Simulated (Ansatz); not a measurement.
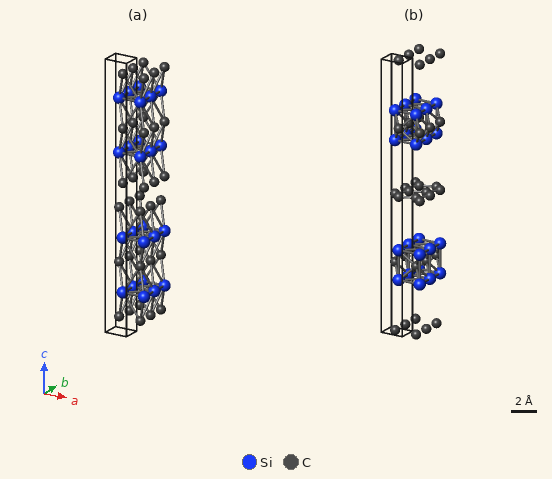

The structure of a crystal of Si$_{2}$C$_{3}$ (a generated structure, set up in P6_3/mmc) (coarse preliminary run) before (left) and after (right) a relaxation, at one scale.

The picture is a ball-and-stick view of the cell of the calculation, repeated 2 × 3 × 1 with one cell outlined, seen slightly off an axis.

Method: DFT PBE, scalar-relativistic, plane waves, PAW in Ansatz. Set-up: plane-wave cutoff 420 eV; k-point mesh 6 × 6 × 1; occupations gaussian; smearing width 0.1 eV; no spin polarisation; cell and atoms relaxed; force threshold 0.04 eV/Å; at most 70 steps.

Question: Summarise the run.

Answer: After 19 accepted moves (20 points after the start) the energy has fallen by 2585 meV per atom. The largest force component goes from 0.24 to 0.014 eV/Å. Pressure: −19.67 GPa at the start and 0.09 GPa at the end. The SCF was repeated once at an unchanged geometry on a basis and grid sized afresh for the cell, which shifted the energy by 0.3 meV per atom at most. The largest moves relative to the cell, 1.14 Å, are those of C atoms. By element the largest moves are C 1.14 Å, Si 1.04 Å. The volume changes by −1.5 %, with a = b 2.636 → 2.617 Å (−0.7 %), c 22.878 → 22.868 Å (0.0 %). Some distances before and after: Si–Si 4.576 → 2.495 Å, C–Si 2.748 → 4.718 Å, C–C 2.748 → 1.511 Å, C–Si 2.748 → 1.959 Å. New bonds form, among them: C–C (2.75 → 1.51 Å). The space group stays P6_3/mmc (No. 194). Cost: 2.1 min on 1 thread of Intel(R) Xeon(R) Processor @ 2.50GHz (Skylake/Cascade Lake), with other jobs on the host, peak memory 0.41 GiB.

Limits of the set-up: the k-point mesh is coarse for a cell with partly filled bands.
